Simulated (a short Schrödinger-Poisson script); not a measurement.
System: MOS inversion layer, SiO2 on p-type Si(100), at 300 K.

```csv
layer,material,thickness (nm),Na (cm⁻³)
1,SiO2,2.5,-
2,Si,630,2.3e17
```

Constants are typed, rounded textbook-type inputs, not results; the design itself was drawn at random and stands for no fabricated device. SiO2: permittivity 3.9, conduction-band edge (eV) 3.15, gap (eV) 9, electron mass (mₑ) 0.5. Si: permittivity 11.7, conduction-band edge (eV) 0, gap (eV) 1.124, Nv at 300 K (cm⁻³) 3.1e19.

Channel valleys (confinement mass, in-plane density-of-states mass, number): Δ2 0.916, 0.19, 2; Δ4 0.19, 0.417, 4. At the gate the conduction-band edge of layer 1 lies 3.41 eV − eVg above the Fermi level of the channel; the field vanishes at the back. Gaps are held at their typed values at every temperature. Mesh 0.03 nm at interfaces.

From a short Schrödinger-Poisson script (our own, NumPy): 1D Poisson equation in equilibrium, electrons quantum, Hartree (BenDaniel-Duke, 12 states a valley, the channel's in-plane mass for all, wave functions ending at the dielectric), parabolic valleys, classical holes, full ionisation, no traps, pinning or gate leakage.

Only gate voltages with over 1e8 electrons/cm² are shown.

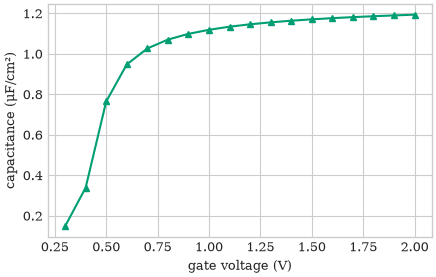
Figure. Quasi-static capacitance against gate voltage

```
Vg (V)  electrons (cm⁻²)  C (μF/cm²)  Δ2 E0 (meV)  Δ2 E1 (meV)  Δ4 E0 (meV)  Δ4 E1 (meV)
------  ----------------  ----------  -----------  -----------  -----------  -----------
0.3               2.45e9       0.148        209.6        258.9        255.1        336.4
0.4              5.50e10       0.339        128.1        179.5        175.5        260.0
0.5              3.66e11       0.765         77.3        131.8        127.8        215.0
0.6              8.92e11       0.948         51.9        110.2        106.2        195.7
0.7              1.50e12        1.03         36.0         98.1         94.2        185.7
0.8              2.15e12        1.07         24.3         90.0         86.2        179.4
0.9              2.83e12        1.10         14.9         84.1         80.4        175.1
1                3.52e12        1.12          6.9         79.4         75.8        171.9
1.1              4.22e12        1.13         -0.2         75.6         72.1        169.4
1.2              4.93e12        1.15         -6.6         72.3         68.9        167.3
1.3              5.65e12        1.16        -12.5         69.5         66.1        165.6
1.4              6.37e12        1.16        -18.0         66.9         63.6        164.1
1.5              7.10e12        1.17        -23.1         64.6         61.3        162.8
1.6              7.83e12        1.18        -28.1         62.5         59.3        161.7
1.7              8.57e12        1.18        -32.9         60.5         57.3        160.7
1.8              9.31e12        1.19        -37.4         58.7         55.5        159.8
1.9              1.00e13        1.19        -41.9         56.9         53.8        158.9
2                1.08e13        1.19        -46.2         55.3         52.2        158.1
```

Subbands count from the Fermi level.
